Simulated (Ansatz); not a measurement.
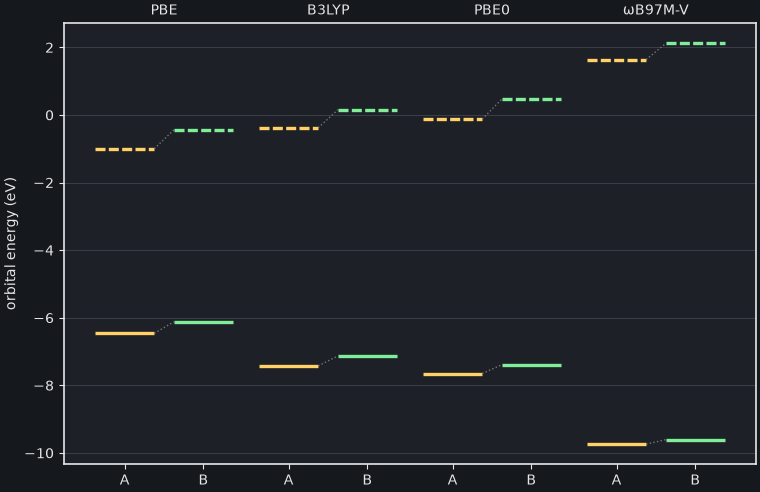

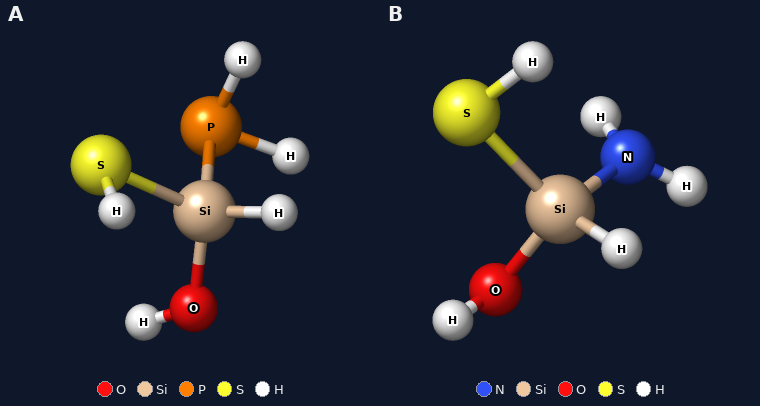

One change: A, SiPH₅SO (SMILES O[Si@@H](P)S), becomes B, SiNH₅SO (SMILES N[Si@H](O)S). PH₂ on Si is replaced by NH₂. HOMO (solid) and LUMO (dashed) computed in def2-TZVPP at PBE0-D4/def2-TZVP geometries, both minima by their frequencies, gas phase, the Ansatz code 0.2.0. Empty levels above zero depend strongly on the basis.

What does the change do to HOMO and LUMO?

PBE: the HOMO rises by 0.34 eV, the LUMO rises by 0.56 eV, and the separation goes from 5.46 to 5.68 eV. B3LYP: the HOMO rises by 0.29 eV, the LUMO rises by 0.54 eV, and the separation goes from 7.04 to 7.29 eV. PBE0: the HOMO rises by 0.26 eV, the LUMO rises by 0.60 eV, and the separation goes from 7.53 to 7.86 eV. ωB97M-V: the HOMO rises by 0.13 eV, the LUMO rises by 0.48 eV, and the separation goes from 11.38 to 11.73 eV.

Do the functionals agree on the effect?

They agree on the direction for both levels; the HOMO shift lies between 0.13 and 0.34 eV and the LUMO shift between 0.48 and 0.60 eV, while the separations themselves differ by up to 6.0 eV between functionals.
